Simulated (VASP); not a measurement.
**Sound and unsound inputs on Y**

Aim: change the input of a sound run on Y piece by piece and see what each change does. All runs use PBE. The start is a cell from a database of measured crystal structures.

Method: PBE; plane waves and PAW (Y_sv), in VASP 6.6.1.

### Step 1. The structure

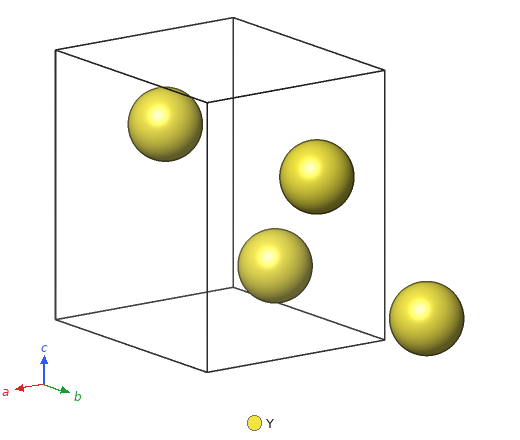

The cell as given, from a free direction (yttrium yellow). 1×2×1 cells are drawn.

Coordinates:

```
Y
1.0
     3.64740    0.00000    0.00000
    -1.82370    3.15874    0.00000
     0.00000    0.00000    5.73060
Y
2
Direct
  0.33333 0.66667 0.25000
  0.66667 0.33333 0.75000
```

### Step 2. Reference run

A single point writes out density, ELF and potential. PBE, the usual starting point, adds the gradient of the density.

Input file INCAR:

```
SYSTEM = Y
PREC = Accurate
ENCUT = 400
EDIFF = 1E-06
NELM = 100
ISMEAR = -1
SIGMA = 0.05
LREAL = .FALSE.
ALGO = Normal
GGA = PE
NBANDS = 17
LASPH = .TRUE.
LORBIT = 11
LWAVE = .FALSE.
LCHARG = .TRUE.
ISIF = 2
LELF = .TRUE.
LVHAR = .TRUE.
```

Input file POSCAR:

```
Y
1.0
    3.6474000000      0.0000000000      0.0000000000
   -1.8237000000      3.1587410578      0.0000000000
    0.0000000000      0.0000000000      5.7306000000
Y
2
Direct
    0.3333333333      0.6666666667      0.2500000000
    0.6666666667      0.3333333333      0.7500000000
```

Input file KPOINTS:

```
Automatic mesh
0
Gamma
8 8 5
0 0 0
```

PAW data sets: Y_sv (PBE family, release 64).

Run with:

```sh
$ mpirun -np 2 vasp_std
```

Output:

```text
[banner, memory and clock lines left out]
running    2 mpi-ranks, on    1 nodes
 distrk:  each k-point on    2 cores,    1 groups
 distr:  one band on    1 cores,    2 groups

 POSCAR found type information on POSCAR Y
 POSCAR found :  1 types and       2 ions
 LDA part: xc-table for (Slater+PW92), standard interpolation
|                                                                             |
|           W    W    AA    RRRRR   N    N  II  N    N   GGGG   !!!           |
|           W    W   A  A   R    R  NN   N  II  NN   N  G    G  !!!           |
|           W    W  A    A  R    R  N N  N  II  N N  N  G       !!!           |
|           W WW W  AAAAAA  RRRRR   N  N N  II  N  N N  G  GGG   !            |
|           WW  WW  A    A  R   R   N   NN  II  N   NN  G    G                |
|           W    W  A    A  R    R  N    N  II  N    N   GGGG   !!!           |
|                                                                             |
|     The number of bands has been changed from the values supplied in        |
|     The orbitals not found in the WAVECAR file will be initialized with     |
|     random numbers, which is usually adequate. For correlated               |
|     calculations, however, you should redo the groundstate calculation.     |
|     I found NBANDS = 17. Now, NBANDS = 18.                                  |
|                                                                             |

 POSCAR, INCAR and KPOINTS ok, starting setup
 FFT: planning ... GRIDC
 FFT: planning ... GRID_SOFT
 FFT: planning ... GRID
 WAVECAR not read
 entering main loop
       N       E                     dE             d eps       ncg     rms          rms(c)
DAV:   1     0.825138586258E+02    0.82514E+02   -0.99418E+03  1104   0.964E+02
DAV:   2    -0.603894365183E+01   -0.88553E+02   -0.87057E+02  1364   0.235E+02
DAV:   3    -0.130585599211E+02   -0.70196E+01   -0.69464E+01  1902   0.407E+01
DAV:   4    -0.132675738779E+02   -0.20901E+00   -0.20877E+00  1330   0.741E+00
DAV:   5    -0.132728560659E+02   -0.52822E-02   -0.52812E-02  1562   0.909E-01    0.329E+01
DAV:   6    -0.129397849312E+02    0.33307E+00   -0.42956E-01  1188   0.397E+00    0.203E+01
DAV:   7    -0.128837375251E+02    0.56047E-01   -0.84210E-01  1428   0.512E+00    0.180E+00
DAV:   8    -0.128733824859E+02    0.10355E-01   -0.16347E-01  1318   0.226E+00    0.131E+00
DAV:   9    -0.128723330786E+02    0.10494E-02   -0.39677E-03  1506   0.379E-01    0.422E-01
DAV:  10    -0.128725064851E+02   -0.17341E-03   -0.19294E-03  1152   0.382E-01    0.369E-01
DAV:  11    -0.128724337534E+02    0.72732E-04   -0.14674E-04  1350   0.102E-01    0.490E-02
DAV:  12    -0.128724286593E+02    0.50940E-05   -0.30270E-05  1196   0.450E-02    0.188E-02
DAV:  13    -0.128724299274E+02   -0.12681E-05   -0.47563E-06  1264   0.185E-02    0.193E-03
DAV:  14    -0.128724300330E+02   -0.10564E-06   -0.10454E-07   660   0.224E-03
   1 F= -.12872430E+02 E0= -.12852265E+02  d E =-.403295E-01
```

Elapsed: 17 s, on 2 MPI ranks of AMD EPYC 7R43, shared host; peak memory 0.23 GiB; 33 s of CPU time.

Lines that name or quote the potential files are left out of all logs, and their timing lines are given in words.

Parts of OUTCAR (step 2):

```text
ion  position               nearest neighbor table
   1  0.333  0.667  0.250-   2 3.56   2 3.56   2 3.56   2 3.56   2 3.56   2 3.56
   2  0.667  0.333  0.750-   1 3.56   1 3.56   1 3.56   1 3.56   1 3.56   1 3.56

  LATTYP: Found a hexagonal cell.
 ALAT       =     3.6474000000
 C/A-ratio  =     1.5711465702

 Subroutine GETGRP returns: Found 24 space group operations
 (whereof 12 operations were pure point group operations)

The static configuration has the point symmetry D_3d.
 The point group associated with its full space group is D_6h.

 Found     30 irreducible k-points:

   k-points           NKPTS =     30   k-points in BZ     NKDIM =     30   number of bands    NBANDS=     18

   dimension x,y,z NGX =    24 NGY =   24 NGZ =   40
   dimension x,y,z NGXF=    48 NGYF=   48 NGZF=   80

   ENCUT  =  400.0 eV  29.40 Ry    5.42 a.u.   5.95  5.95  9.35*2*pi/ulx,y,z

   NELECT =      22.0000    total number of electrons

 k-points in reciprocal lattice and weights: Automatic mesh
   0.00000000  0.00000000  0.00000000       0.003
   0.12500000  0.00000000  0.00000000       0.019
   0.25000000  0.00000000  0.00000000       0.019
   0.37500000 -0.00000000  0.00000000       0.019
   0.50000000  0.00000000  0.00000000       0.009
   0.12500000  0.12500000  0.00000000       0.019
   0.25000000  0.12500000  0.00000000       0.038
   0.37500000  0.12500000  0.00000000       0.038
   0.25000000  0.25000000  0.00000000       0.019
[...]
0.25000000  0.25000000  0.40000000       0.038
   0.37500000  0.25000000  0.40000000       0.038

 average (electrostatic) potential at core
       1 -37.7806       2 -37.7806

 E-fermi :   2.9666

 k-point     1 :       0.0000    0.0000    0.0000
  band No.  band energies     occupation
    ...
      6     -19.4380      2.00000
      7     -19.4380      2.00000
      8     -19.4060      2.00000
      9      -1.7044      2.00000
     10       1.1236      2.00000
     11       3.8383      0.00000
     12       4.7241      0.00000
     13       4.7241      0.00000
     14       5.0115      0.00000
     15       5.3220      0.00000
    ...

 k-point     2 :       0.1250    0.0000    0.0000
  band No.  band energies     occupation
    ...
      6     -19.4941      2.00000
      7     -19.4451      2.00000
      8     -19.4187      2.00000
      9      -1.3781      2.00000
     10       1.4254      2.00000
     11       3.5239      0.00003
     12       4.1020      0.00000
     13       4.9807      0.00000
     14       5.0294      0.00000
     15       5.3880      0.00000
    ...

 k-point     3 :       0.2500    0.0000    0.0000
  band No.  band energies     occupation
    ...
      7     -19.4643      2.00000
      8     -19.4568      2.00000
      9      -0.4980      2.00000
     10       2.0470      2.00000
     11       2.8890      1.65043
     12       3.3560      0.00083
     13       4.4840      0.00000
     14       4.8536      0.00000
     15       4.9736      0.00000
     16       5.9064      0.00000
    ...

  Total       -0.0455670     -0.0455670     -0.2174745      0.0000000      0.0000000      0.0000000
  in kB       -1.1057660     -1.1057660     -5.2774171      0.0000000      0.0000000      0.0000000
  external PRESSURE =      -2.4963164 kB  Pullay stress =       0.0000000 kB

  energy-cutoff  :      400.00
  volume of cell :       66.02
      direct lattice vectors                 reciprocal lattice vectors
     3.647400000  0.000000000  0.000000000     0.274167900  0.158290911  0.000000000
    -1.823700000  3.158741058  0.000000000     0.000000000  0.316581822  0.000000000
     0.000000000  0.000000000  5.730600000     0.000000000  0.000000000  0.174501797

 POSITION                                       TOTAL-FORCE (eV/Angst)
 -----------------------------------------------------------------------------------
     -0.00000      2.10583      1.43265        -0.000000      0.000000      0.000000
      1.82370      1.05291      4.29795         0.000000     -0.000000      0.000000
 -----------------------------------------------------------------------------------
    total drift:                               -0.000000      0.000000     -0.000000

  FREE ENERGIE OF THE ION-ELECTRON SYSTEM (eV)
  ---------------------------------------------------
  free  energy   TOTEN  =       -12.8724300330 eV

  energy  without entropy=      -12.8321005298  energy(sigma->0) =      -12.85226528

 total charge
# of ion       s       p       d       f       tot
--------------------------------------------------
    1        2.278   6.222   0.912   0.006   9.419
    2        2.278   6.222   0.912   0.006   9.419
--------------------------------------------------
tot          4.557  12.444   1.825   0.013  18.839

[... 3 further parts left out ...]
```

The k-mesh is coarse for a metal.

Numbers from this step:

| Property | Result |
| --- | --- |
| SCF cycles | 14 |
| electrons | 22 |
| bands | 18 |
| irreducible k-points | 30 |
| symmetry operations | 24 |
| free energy (TOTEN) | -12.87 eV |
| energy at zero smearing | -12.85 eV |
| Fermi energy | 2.967 eV |
| pressure | -0.2496 GPa |
| metallic | yes |

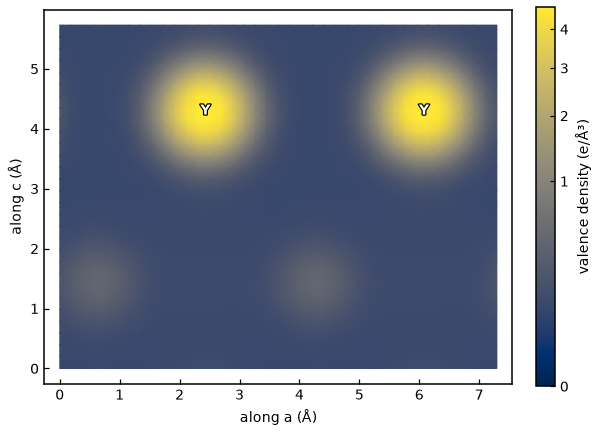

Valence density in the ac plane at fractional y = 0.333, with atoms of Y within 0.2 Å of it. It is the smooth field of the valence electrons, not physical close to the nuclei. The colour scale is stretched toward low values.

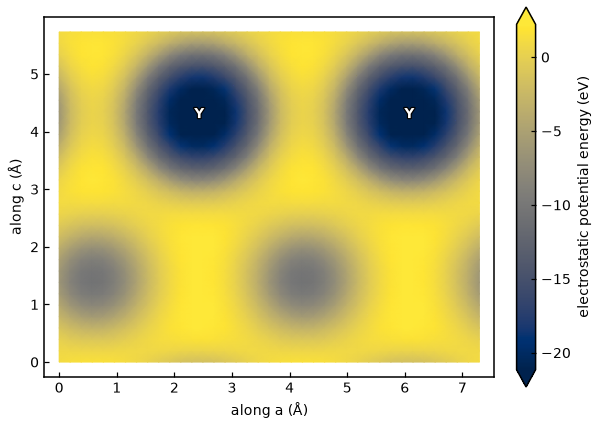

Electrostatic potential energy in the ac plane at fractional y = 0.333, with atoms of Y within 0.2 Å of it. With pseudopotentials it is smooth inside the atoms' cores, unlike the true potential.

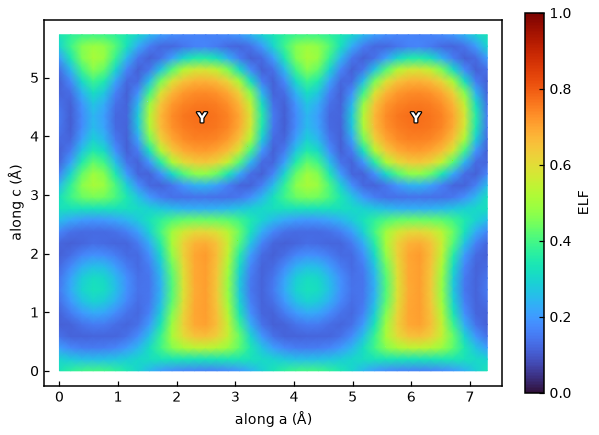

ELF in the ac plane at fractional y = 0.333, with atoms of Y within 0.2 Å of it. It is the smooth field of the valence electrons, not physical close to the nuclei.

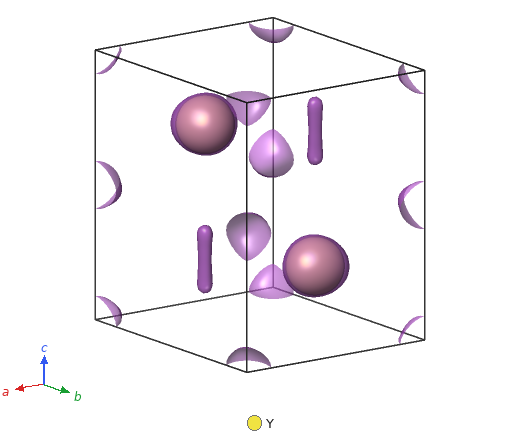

Surface of ELF = 0.7.

The pressure is -0.25 GPa and the largest force 0.000 eV/Å.

### Step 3. Self-consistent run (PBE), changed input

A single point gives energy, forces and stress at these settings. Some settings are moved from the usual, to see what they do.

Input file INCAR:

```
SYSTEM = Y
PREC = Accurate
ENCUT = 400
EDIFF = 1E-06
NELM = 100
ISMEAR = 1
SIGMA = 0.005
LREAL = Auto
ALGO = Normal
GGA = PE
NBANDS = 17
LASPH = .TRUE.
LORBIT = 11
LWAVE = .FALSE.
LCHARG = .FALSE.
KPAR = 2
ISIF = 2
```

POSCAR is that of step 2.

KPOINTS is that of step 2.

Run with:

```sh
$ mpirun -np 2 vasp_std
```

Output:

```text
[banner, memory and clock lines left out]
running    2 mpi-ranks, on    1 nodes
 distrk:  each k-point on    1 cores,    2 groups
 distr:  one band on    1 cores,    1 groups

 POSCAR found type information on POSCAR Y
 POSCAR found :  1 types and       2 ions
|                                                                             |
|               ----> ADVICE to this user running VASP <----                  |
|                                                                             |
|     You have a (more or less) 'small supercell' and for smaller cells       |
|     it is recommended to use the reciprocal-space projection scheme!        |
|     The real-space optimization is not efficient for small cells and it     |
|     is also less accurate ...                                               |
|     Therefore, set LREAL=.FALSE. in the INCAR file.                         |
|                                                                             |

 LDA part: xc-table for (Slater+PW92), standard interpolation
 POSCAR, INCAR and KPOINTS ok, starting setup
 FFT: planning ... GRIDC
 FFT: planning ... GRID_SOFT
 FFT: planning ... GRID
 WAVECAR not read
 entering main loop
       N       E                     dE             d eps       ncg     rms          rms(c)
DAV:   1     0.750409651184E+02    0.75041E+02   -0.10161E+04  1020   0.102E+03
DAV:   2    -0.639095351221E+01   -0.81432E+02   -0.80164E+02  1275   0.233E+02
DAV:   3    -0.130877435133E+02   -0.66968E+01   -0.66468E+01  1833   0.404E+01
DAV:   4    -0.132446797917E+02   -0.15694E+00   -0.15683E+00  1219   0.664E+00
DAV:   5    -0.132492879667E+02   -0.46082E-02   -0.46074E-02  1552   0.804E-01    0.329E+01
DAV:   6    -0.129164117660E+02    0.33288E+00   -0.43441E-01  1134   0.420E+00    0.204E+01
DAV:   7    -0.128598737026E+02    0.56538E-01   -0.85578E-01  1325   0.544E+00    0.177E+00
DAV:   8    -0.128492101105E+02    0.10664E-01   -0.16721E-01  1295   0.240E+00    0.105E+00
DAV:   9    -0.128482324359E+02    0.97767E-03   -0.34497E-03  1492   0.378E-01    0.272E-01
DAV:  10    -0.128482261171E+02    0.63188E-05   -0.14385E-03  1202   0.344E-01    0.217E-01
DAV:  11    -0.128481976574E+02    0.28460E-04   -0.99471E-05  1361   0.829E-02    0.212E-02
DAV:  12    -0.128481947419E+02    0.29155E-05   -0.94357E-06  1324   0.280E-02    0.136E-02
DAV:  13    -0.128481959571E+02   -0.12152E-05   -0.22466E-06   978   0.142E-02    0.672E-04
DAV:  14    -0.128481961002E+02   -0.14310E-06   -0.15766E-07   718   0.316E-03
   1 F= -.12848196E+02 E0= -.12848189E+02  d E =-.211047E-04
```

Run time: 25 s. Hardware: 2 MPI ranks; peak memory 0.28 GiB; 48 s of CPU time.

OUTCAR, selected parts (step 3):

```text
 Found     30 irreducible k-points:

   k-points           NKPTS =     30   k-points in BZ     NKDIM =     30   number of bands    NBANDS=     17

   NELECT =      22.0000    total number of electrons

 E-fermi :   2.9503

 k-point     1 :       0.0000    0.0000    0.0000
  band No.  band energies     occupation
    ...
      6     -19.4436      2.00000
      7     -19.4436      2.00000
      8     -19.4040      2.00000
      9      -1.7048      2.00000
     10       1.1204      2.00000
     11       3.8406      0.00000
     12       4.7195      0.00000
     13       4.7195      0.00000
     14       5.0127      0.00000
     15       5.3168      0.00000
    ...

 k-point     2 :       0.1250    0.0000    0.0000
  band No.  band energies     occupation
    ...
      6     -19.4997      2.00000
      7     -19.4507      2.00000
      8     -19.4167      2.00000
      9      -1.3785      2.00000
     10       1.4224      2.00000
     11       3.5259      0.00000
     12       4.0988      0.00000
     13       4.9758      0.00000
     14       5.0248      0.00000
     15       5.3889      0.00000
    ...

  Total       -0.0854079     -0.0854079     -0.0802376      0.0000000     -0.0000000     -0.0000000
  in kB       -2.0725799     -2.0725799     -1.9471129      0.0000000     -0.0000000     -0.0000000
  external PRESSURE =      -2.0307576 kB  Pullay stress =       0.0000000 kB

 POSITION                                       TOTAL-FORCE (eV/Angst)
 -----------------------------------------------------------------------------------
     -0.00000      2.10583      1.43265         0.000000     -0.000000      0.000000
      1.82370      1.05291      4.29795        -0.000000      0.000000      0.000000
 -----------------------------------------------------------------------------------
    total drift:                               -0.000000      0.000000     -0.000000

  FREE ENERGIE OF THE ION-ELECTRON SYSTEM (eV)
  ---------------------------------------------------
  free  energy   TOTEN  =       -12.8481961002 eV

  energy  without entropy=      -12.8481749955  energy(sigma->0) =      -12.84818907

 total charge
# of ion       s       p       d       f       tot
--------------------------------------------------
    1        2.279   6.224   0.910   0.006   9.419
    2        2.279   6.224   0.910   0.006   9.419
--------------------------------------------------
tot          4.558  12.448   1.820   0.012  18.838

[... 8 parts as in an earlier step ...]

[... 5 further parts left out ...]
```

This step gave:

- bands: 17
- free energy (TOTEN): -12.85 eV
- Fermi energy: 2.950 eV
- pressure: -0.2031 GPa

Against the reference run the energy at zero smearing moves by +2.04 meV an atom and the pressure by +0.05 GPa.

[end of part 1 of 3]

[Lines on the potential files, build, host, timing and source positions are cut from VASP's logs without a mark.]

[Logs are printed without paths, hosts, clocks, repeated set-up lines and the standing remarks that a program may print on its own settings, such as how far it seeks lower states.]

[Hosts, paths, dates, database ids (printed as entryN), source tags and the programs' standing remarks are cut or masked in the printed files.]

[A measured line is paired with the nearest computed mode of its activity, which favours agreement.]
